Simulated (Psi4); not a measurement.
## Run report: CH5B (charge −1), energy and gradient calculation (part 2 of 2)

CH5B, charge −1, multiplicity 2, SMILES [BH2-]C; M06-L/def2-SVPD, UKS (Psi4 1.11). The geometry comes from this level: GFN2-xTB.

Geometry of the input (Å):
```
B  -0.3676  -0.8767  0.2964
C  0.1299  0.6579  -0.0109
H  0.5664  -1.6521  0.5729
H  -1.1113  -1.3401  -0.5876
H  0.7138  1.0900  0.8179
H  0.7794  0.7702  -0.9090
H  -0.7106  1.3507  -0.1797
```

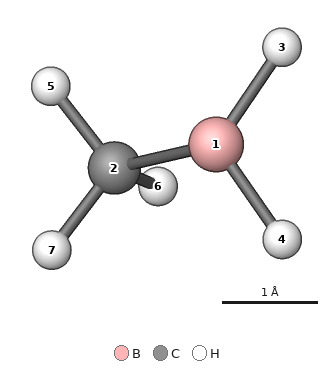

**Figure 1.** The structure as given in the input (ball-and-stick view, seen at a tilt; atoms are numbered from 1 in the order of the input).

Output, continued
```
 L = 1.  Multiply by 2.5417464519 to convert [e a0] to [Debye]
 Dipole X            :         -0.2839881            0.8728851            0.5888970
 Dipole Y            :          0.1744867            1.2455982            1.4200849
 Dipole Z            :          0.4587562           -0.9289359           -0.4701797
 Magnitude           :                                                    1.6076411

 ------------------------------------------------------------------------------------

	total time  =         43 seconds =       0.72 minutes

         ------------------------------------------------------------
                                   SCF GRAD
         ------------------------------------------------------------

  ==> Geometry <==

    Molecular point group: c1
    Full point group: C1

    Geometry (in Angstrom), charge = -1, multiplicity = 2:

       Center              X                  Y                   Z               Mass
    ------------   -----------------  -----------------  -----------------  -----------------
         B           -0.287426192602    -0.821917363003     0.194999894026    11.009305360000
         C            0.210053807398     0.712692636997    -0.112340105974    12.000000000000
         H            0.646603807398    -1.597317363003     0.471489894026     1.007825032230
         H           -1.031056192602    -1.285357363003    -0.689000105974     1.007825032230
         H            0.794003807398     1.144792636997     0.716459894026     1.007825032230
         H            0.859563807398     0.824992636997    -1.010410105974     1.007825032230
         H           -0.630396192602     1.405462636997    -0.281070105974     1.007825032230

  Nuclear repulsion =   30.809888872353739

  ==> Basis Set <==

  Basis Set: DEF2-SVPD
    Blend: DEF2-SVPD
    Number of shells: 36
    Number of basis functions: 80
    Number of Cartesian functions: 84
    Spherical Harmonics?: true
    Max angular momentum: 2

  ==> DirectJKGrad: Integral-Direct SCF Gradients <==

    Gradient:                    1
    J tasked:                  Yes
    K tasked:                   No
    wK tasked:                  No
    Integrals threads:           1
    Schwarz Cutoff:          1E-12

  ==> DFT Potential <==

   => LibXC <=

    Version 7.1.2

   => Composite Functional: M06-L <=

    M06-L Meta-GGA XC Functional

    Deriv               =              1
    GGA                 =           TRUE
    Meta                =           TRUE

    Exchange Hybrid     =          FALSE
    MP2 Hybrid          =          FALSE

   => Exchange Functionals <=

    1.0000   XC_MGGA_X_M06_L

   => Correlation Functionals <=

    1.0000   XC_MGGA_C_M06_L

   => LibXC Density Thresholds  <==

    XC_MGGA_C_M06_L:  1.00E-12
    XC_MGGA_X_M06_L:  1.00E-15

   => Molecular Quadrature <=

    Radial Scheme          =       TREUTLER
    Pruning Scheme         =           NONE
    Nuclear Scheme         =       TREUTLER

    Blocking Scheme        =         OCTREE
    BS radius alpha        =              1
    Pruning alpha          =              1
    Radial Points          =             99
    Spherical Points       =            590
    Total Points           =         392582
    Total Blocks           =           2810
    Max Points             =            256
    Max Functions          =             80
    Weights Tolerance      =       1.00E-15

  -Total Gradient:
     Atom            X                  Y                   Z
    ------   -----------------  -----------------  -----------------
       1       -0.008875853835    -0.006896968626     0.010794460807
       2        0.004477667287     0.009027954836    -0.003913374277
       3        0.003598329832    -0.000655176302    -0.001676630431
       4        0.000259095608     0.000032590203    -0.003921182454
       5       -0.001672904672    -0.001528319180    -0.002101672502
       6        0.000180936759     0.002218136322     0.000321418038
       7        0.002034089413    -0.002210303154     0.000493307122

	total time  =          5 seconds =       0.08 minutes

Properties will be evaluated at   0.000000,   0.000000,   0.000000 [a0]

Properties computed using the M06-L density matrix

 Multipole Moments:

 ------------------------------------------------------------------------------------
     Multipole            Electronic (a.u.)      Nuclear  (a.u.)        Total (a.u.)
 ------------------------------------------------------------------------------------

 L = 1.  Multiply by 2.5417464519 to convert [e a0] to [Debye]
 Dipole X            :         -0.2839881            0.8728851            0.5888970
 Dipole Y            :          0.1744867            1.2455982            1.4200849
 Dipole Z            :          0.4587562           -0.9289359           -0.4701797
 Magnitude           :                                                    1.6076411

 ------------------------------------------------------------------------------------
  Mulliken Charges: (a.u.)
   Center  Symbol    Alpha    Beta     Spin     Total
       1     B     3.68264  2.62429  1.05835 -1.30693
       2     C     2.68381  2.75078 -0.06697  0.56541
       3     H     0.38636  0.39268 -0.00632  0.22096
       4     H     0.38608  0.39253 -0.00645  0.22139
       5     H     0.60944  0.62119 -0.01175 -0.23063
       6     H     0.64235  0.59730  0.04505 -0.23966
       7     H     0.60931  0.62122 -0.01191 -0.23053

   Total alpha =  9.00000, Total beta =  8.00000, Total charge = -1.00000

  Mayer Bond Indices:

  Total Bond Index:
  Irrep: 1 Size: 7 x 7

                 1                   2                   3                   4                   5

    1     0.00000000000000     0.86732883066794     1.04567468357678     1.04594066759018     0.03782651488127
    2     0.86732883066794     0.00000000000000     0.01384609310541     0.01390724540187     0.94613777760538
    3     1.04567468357678     0.01384609310541     0.00000000000000     0.00831523038994    -0.00855325922878
    4     1.04594066759018     0.01390724540187     0.00831523038994     0.00000000000000     0.00622477150178
    5     0.03782651488127     0.94613777760538    -0.00855325922878     0.00622477150178     0.00000000000000
    6     0.07946491596581     0.90830832390528     0.00209483387812     0.00218110137983     0.07364158833433
    7     0.03760511195446     0.94611414515104     0.00620856114045    -0.00872506513814     0.08539510189672

                 6                   7

    1     0.07946491596581     0.03760511195446
    2     0.90830832390528     0.94611414515104
    3     0.00209483387812     0.00620856114045
    4     0.00218110137983    -0.00872506513814
    5     0.07364158833433     0.08539510189672
    6     0.00000000000000     0.07415802685598
    7     0.07415802685598     0.00000000000000

  Alpha Contribution:
  Irrep: 1 Size: 7 x 7

                 1                   2                   3                   4                   5

    1     0.00000000000000     0.39271420933908     0.59495594663828     0.59524823188356     0.01594023217658
    2     0.39271420933908     0.00000000000000     0.00069586510616     0.00068043417287     0.47417860347701
    3     0.59495594663828     0.00069586510616     0.00000000000000    -0.01188415660751    -0.00441153119536
    4     0.59524823188356     0.00068043417287    -0.01188415660751     0.00000000000000     0.00403032518265
    5     0.01594023217658     0.47417860347701    -0.00441153119536     0.00403032518265     0.00000000000000
    6     0.05560900352687     0.43098989436391     0.00573793779920     0.00576305047829     0.03536150248442
    7     0.01588541672074     0.47407038554996     0.00402938490465    -0.00450611050726     0.04386248214958

                 6                   7

    1     0.05560900352687     0.01588541672074
    2     0.43098989436391     0.47407038554996
    3     0.00573793779920     0.00402938490465
    4     0.00576305047829    -0.00450611050726
    5     0.03536150248442     0.04386248214958
    6     0.00000000000000     0.03573022182040
    7     0.03573022182040     0.00000000000000

  Beta Contribution:
  Irrep: 1 Size: 7 x 7

                 1                   2                   3                   4                   5

    1     0.00000000000000     0.47461462132886     0.45071873693850     0.45069243570662     0.02188628270469
    2     0.47461462132886     0.00000000000000     0.01315022799925     0.01322681122900     0.47195917412836
    3     0.45071873693850     0.01315022799925     0.00000000000000     0.02019938699745    -0.00414172803342
    4     0.45069243570662     0.01322681122900     0.02019938699745     0.00000000000000     0.00219444631913
    5     0.02188628270469     0.47195917412836    -0.00414172803342     0.00219444631913     0.00000000000000
    6     0.02385591243894     0.47731842954137    -0.00364310392108    -0.00358194909846     0.03828008584991
    7     0.02171969523371     0.47204375960109     0.00217917623580    -0.00421895463088     0.04153261974713

                 6                   7

    1     0.02385591243894     0.02171969523371
    2     0.47731842954137     0.47204375960109
    3    -0.00364310392108     0.00217917623580
    4    -0.00358194909846    -0.00421895463088
    5     0.03828008584991     0.04153261974713
    6     0.00000000000000     0.03842780503558
    7     0.03842780503558     0.00000000000000

  Atomic Valences:

 #  #
 Irrep: 1
      1:    3.113840724636431
      2:    3.695642415836916
      3:    1.067586142861919
      4:    1.067843951125464
      5:    1.140672494990696
      6:    1.139848790319347
      7:    1.140755881860519
```

Standard output
```
gradient / Eh bohr^-1
[[-8.8760e-03 -6.8970e-03  1.0794e-02]
 [ 4.4780e-03  9.0280e-03 -3.9130e-03]
 [ 3.5980e-03 -6.5500e-04 -1.6770e-03]
 [ 2.5900e-04  3.3000e-05 -3.9210e-03]
 [-1.6730e-03 -1.5280e-03 -2.1020e-03]
 [ 1.8100e-04  2.2180e-03  3.2100e-04]
 [ 2.0340e-03 -2.2100e-03  4.9300e-04]]
energy = -65.8558200068 Eh
CURRENT ENERGY                                    -65.8558200068
CURRENT REFERENCE ENERGY                          -65.8558200068
DD SOLVATION ENERGY                                 0.0000000000
DFT FUNCTIONAL TOTAL ENERGY                       -65.8558200068
DFT TOTAL ENERGY                                  -65.8558200068
DFT VV10 ENERGY                                     0.0000000000
DFT XC ENERGY                                     -11.4659073385
GRID ELECTRONS ALPHA                                8.9999998265
GRID ELECTRONS BETA                                 7.9999997963
GRID ELECTRONS TOTAL                               16.9999996227
NUCLEAR REPULSION ENERGY                           30.8098888724
ONE-ELECTRON ENERGY                              -151.4312228964
PCM POLARIZATION ENERGY                             0.0000000000
PE ENERGY                                           0.0000000000
SCF ITERATION ENERGY                              -65.8558200068
SCF ITERATIONS                                     14.0000000000
SCF TOTAL ENERGY                                  -65.8558200068
TWO-ELECTRON ENERGY                                66.2314213558
XC GRID RADIAL POINTS                              99.0000000000
XC GRID SPHERICAL POINTS                          590.0000000000
XC GRID TOTAL POINTS                           392582.0000000000
```

Summary

```tsv
quantity	value
outcome	converged
total energy	−65.855820 hartree
basis functions	80
largest force	0.801 eV/Å
⟨S²⟩	0.756
hardware	1 thread of AMD EPYC (Zen 5), 64 GiB of memory available, shared host
wall time	49 s
peak memory	1.1 GiB
```

Remarks

The record of the run, not the program, notes: unbound anion.
